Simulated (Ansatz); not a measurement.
# The perfect Ir wire along [111], 7 atoms a period, part 2 of 2

Wanted: the relaxed geometry and the bands of the Ir wire along [111], 7 atoms a period.

Ansatz 0.2.0; DFT PBE, plane waves, PAW; relaxation of a wire's period; PAW set soft_1 (the session's first sound run).

So far: Starting point; Relaxing the period.

## 2. Relaxing the period (continued)

The steps of the relaxation:

```tsv
step	energy less that of the first step (eV)	largest force component (eV/Å)	pressure (GPa)	volume (Å³)
1	0.0000	3.5865	-5.23	636.71
2	-1.7620	2.9016	1.52	622.05
3	-2.5228	0.7570	-0.81	591.24
4	-2.5841	0.0540	0.10	591.46
5	-2.5847	0.0177	0.00	593.04
6	-2.5849	0.0034	0.04	592.53
7*	-2.5804	0.0037	0.04	592.53
```

Relaxation steps marked * repeat the geometry before them on a plane-wave basis chosen anew for their cell, so energy and pressure can jump there.

The run keeps the 4 symmetry operations that it works with, so distortions that break them were not tested.

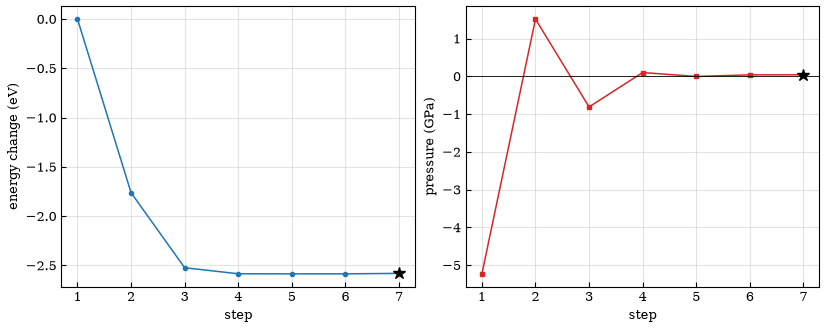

Energy and pressure along the relaxation. Stars mark steps on a basis chosen anew.

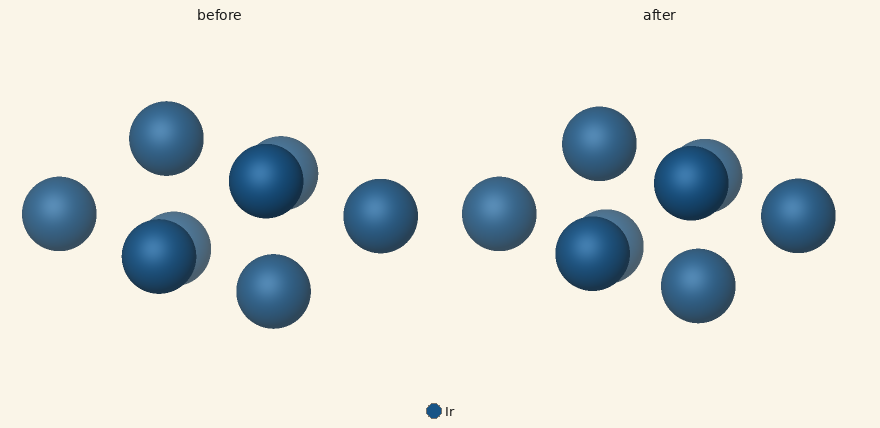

Before and after, at one scale.

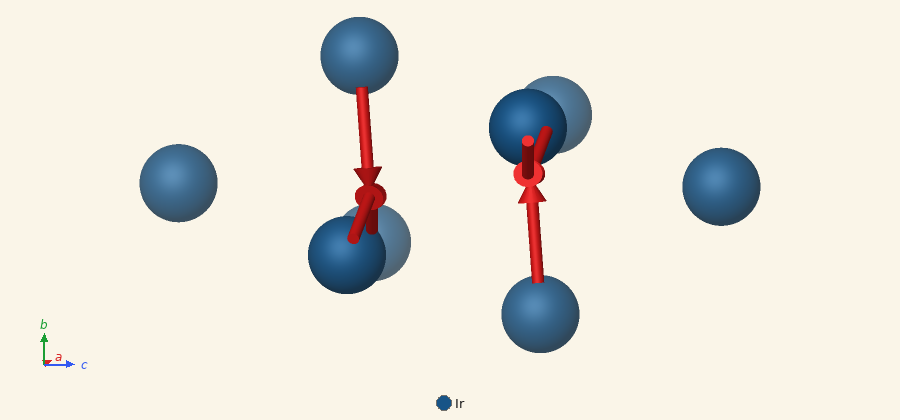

Displacements in the relaxation, exaggerated, measured against the changing cell; the longest in the cell stands for 0.11 Å. Some periodic images of atoms are drawn too.

```tsv
cell as run	before	after	change
c (Å)	6.703	6.238	-6.9 %
```

The atoms that moved most (Å, along periodic axes as changes of fractional coordinates times the final cell, across vacuum about the mean position):

```tsv
atom	dx	dy	dz	length
Ir6	0.000	0.112	-0.008	0.112
Ir3	0.000	-0.112	0.008	0.112
Ir4	-0.097	0.052	0.011	0.111
Ir7	-0.097	-0.052	-0.011	0.111
Ir2	0.097	0.052	0.011	0.111
Ir5	0.097	-0.052	-0.011	0.111
```

Numbers from this step:

```yaml
energy_at_zero_smearing: -83539.6354 eV
cell_length_along_the_wire: 6.238 Å
```

The cell's length comes to 6.238 Å with spin left out.

## 3. The wire at its relaxed period

This step: DFT PBE, plane waves, PAW; bands of a perfect wire; PAW set soft_1 (Ansatz 0.2.0).

At the relaxed period the bands are computed along the axis; those that cross an energy going forward count the channels that a perfect wire would open there.

File input.yaml:

```yaml
crystal:
  lattice:
    - [9.537, 0.0, 0.0]
    - [0.0, 9.96, 0.0]
    - [0.0, 0.0, 6.2379422762]
  atoms:
    - { symbol: Ir, position: [0.499973956, 0.5, 0.0] }
    - { symbol: Ir, position: [0.36669378, 0.425870809, 0.335101344] }
    - { symbol: Ir, position: [0.499973956, 0.647415233, 0.334644366] }
    - { symbol: Ir, position: [0.633254132, 0.425870809, 0.335101344] }
    - { symbol: Ir, position: [0.36669378, 0.574129191, 0.664898656] }
    - { symbol: Ir, position: [0.499973956, 0.352584767, 0.665355634] }
    - { symbol: Ir, position: [0.633254132, 0.574129191, 0.664898656] }
kpoints:
  mp_grid: { grid: [1, 1, 13] }
  band_path: { path: ["Γ", Z], npoints: 90 }
scf:
  occupations: { method: fermi_dirac, width: 0.05 }
hamiltonian:
  xc: pbe
  pseudopotentials: { kind: paw, azcp: { folder: soft_1 } }
output:
  dos: { e_range: [-5, 4] }
  write_potential: true
  write_density: true
  volumetric_format: npy
```

Run with:

```
$ ansatz run input.yaml --threads 4 --pin off --max-ram 16384MiB --backend cpu --events-out ev --progress --plain --runs-dir out
```

Numbers of over 12 decimals in the logs are rounded to 6 here.

Output:

```text
[...]
Crystal: 7 atoms, lattice volume = 592.533 Å³
Basis set: ecut = 420 eV, 11591 PW (Γ)
Bands: 72, of which v1, the nominal top of the filled ones, is band 60 counted from 1 (59 counted from 0)
Symmetry: 4 space group operations
[...]
k-points: 7 of 13
[...]
SCF iter   1: F=—  HF=-83543.902393 eV  |F-HF|=—  |Δ(HF+E_count)|=         —  Δρ=3.37e-2  dr2=1.90e1  ethr=3.10e-3  ⟨swp⟩=8.7  Hψ=2247  notcnv=0  defer=1
[...]
SCF iter  13: F=-83539.720578 eV  HF=-83539.720578 eV  |F-HF|=4.86e-8  |Δ(HF+E_count)|=   1.95e-8  Δρ=2.18e-6  dr2=5.88e-8  ethr=8.40e-11  ⟨swp⟩=12.0  Hψ=1424  notcnv=0
SCF 1 converged in 13 iterations: F = -83539.720578 eV  dr2 = 5.88e-8
[...]
NSCF: frozen V_eff on 91 k-points
WARN: The output density's exchange-correlation potential varies sharply where the density is thin. Do not read a vacuum level from v_tot or v_xc, or from such a field of the output density. On a cell that repeats whose density bears no net charge and no dipole along the vacuum's axis use v_es (v_loc + v_h of the components); under efield.dipole_correction with no amplitude use v_es + v_field, which holds any externa [...]
SCF converged after 13 iterations
Free energy (F): -83539.720578 eV
[...]
Internal energy: -83539.553432 eV  (E = F + TS)
E sigma→0 (E₀):  -83539.637005 eV
Entropy (-TS):   -0.167146 eV (-23.878 meV/atom)
Fermi energy:    0.386826 eV
[...]
--- Band table (eV; the first three rows and the last of 7) ---
  k-point 0: bands = [... 56 lower, -0.1911, 0.0511, 0.2652, 0.2719, 0.3534, 0.3660, 0.7669, 1.0365, ... 8 higher]
  k-point 1: bands = [... 56 lower, -0.1620, 0.0527, 0.2558, 0.2593, 0.3801, 0.3897, 0.7611, 1.0334, ... 8 higher]
  k-point 2: bands = [... 56 lower, -0.0900, 0.0572, 0.2545, 0.2553, 0.4326, 0.4398, 0.7445, 1.0269, ... 8 higher]
  k-point 6: bands = [... 56 lower, 0.2637, 0.2687, 0.4281, 0.4354, 0.6548, 0.6829, 0.6876, 0.9668, ... 8 higher]
```

Wall time 41 s (4 threads of Arm Neoverse V1, shared host); peak memory 2.1 GiB; 2.6 min of CPU time.

The column dr2 measures how far the density is from self-consistency, as an energy; F and HF (Harris–Foulkes) agree once it is small.

Numbers from this step:

- energy at zero smearing: -83539.6370 eV
- band gap: 0 eV

Electronic bands along the path, in eV, zero at the Fermi level:

```tsv
point	band 57	band 58	band 59	band 60	band 61	band 62	band 63	band 64
Γ	-0.58	-0.34	-0.12	-0.11	-0.03	-0.02	0.38	0.65
Z	-0.11	-0.11	0.03	0.04	0.27	0.30	0.30	0.58
```

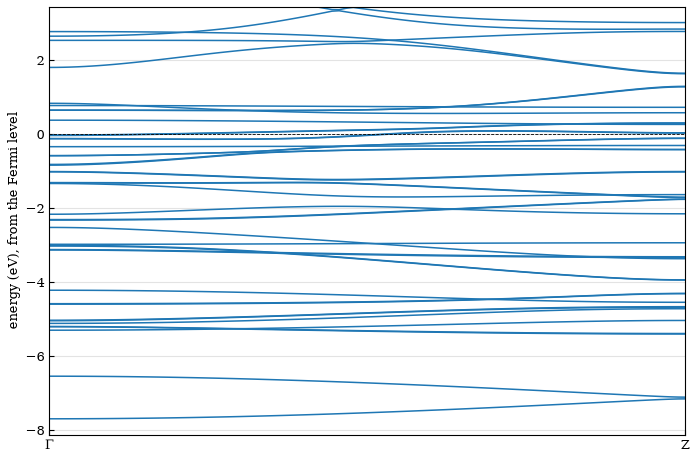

Electronic bands along the path.

Between Γ and Z the bands cross the Fermi level 4 times, so a perfect wire would conduct at least 4 G₀, with spin left out.

## 4. Summary of results

```yaml
cell_length_pbe: 6.238 Å
ballistic_conductance_by_band_crossings_a_lower_bound_pbe: 4 G₀
```

**Reading.** Under PBE the cell's length is 6.24 Å, and the bands cross the Fermi level 4 times between Γ and Z, which gives a perfect wire at least 4 G₀ (opposite crossings within one step of the path cancel in such a count). No spin was allowed, though thin wires with open d shells can turn magnetic. Spin-orbit coupling is left out, which matters for the bands of heavy atoms.

[Logs are printed without paths, hosts, clocks, repeated set-up lines and the standing remarks that a program may print on its own settings, such as how far it seeks lower states.]

[Hosts, paths, dates, database ids (printed as entryN), source tags and the programs' standing remarks are cut or masked in the printed files.]
